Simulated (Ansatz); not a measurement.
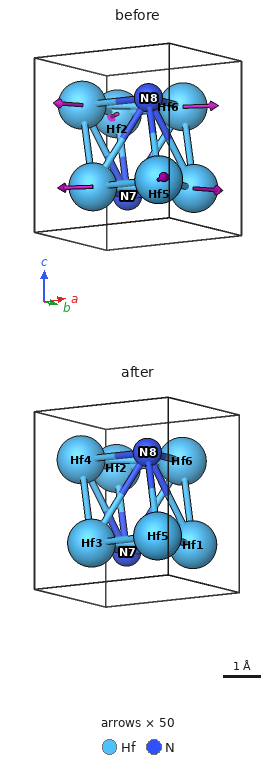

The structure of solid Hf₃N (built on the Ni3Sn (D0_19)_194 type) before (top) and after (bottom) a relaxation, at one scale. The purple arrows give the displacements (the part carried along by the change of the cell is left out), 50 times their true length.

The picture is a ball-and-stick view of the cell of the calculation, seen from a free direction.

Case: Ni3Sn (D0_19) type (P6_3/mmc, No. 194).

Computed with DFT PBE, scalar-relativistic, plane waves, PAW in Ansatz 0.2.0. (plane-wave cutoff 420 eV; k-point mesh 6 × 6 × 8; occupations gaussian; smearing width 0.1 eV; no spin polarisation; cell and atoms relaxed; force threshold 0.01 eV/Å; at most 80 steps)

Question: Summarise the run.

Answer: The largest moves relative to the cell, 0.021 Å, are those of Hf1, Hf2, Hf3, Hf4, Hf5 and Hf6. Hf2 goes along [−1 1 0]. N stays in place. Cell: a = b 5.803 → 5.745 Å (−1.0 %), c 4.839 → 4.927 Å (+1.8 %). Volume −0.2 %. Near-neighbour distances that change, for instance: Hf1–Hf3 2.972 → 2.906 Å, Hf1–N8 2.920 → 2.959 Å, Hf1–N7 2.902 → 2.872 Å, Hf1–Hf2 2.966 → 2.981 Å. The space group stays P6_3/mmc (No. 194). After 4 accepted moves (6 points after the start) the energy has fallen by 3.9 meV per atom. Largest force component: 0.36 eV/Å at the start, 0.00036 eV/Å at the end. Pressure: −0.34 GPa at the start and 0.00 GPa at the end. The line search rejected the trial step at point 1 of the run. At 1 point the geometry stayed and the basis and grid were re-selected for the new cell (energy shift of less than 0.05 meV per atom at most each time).
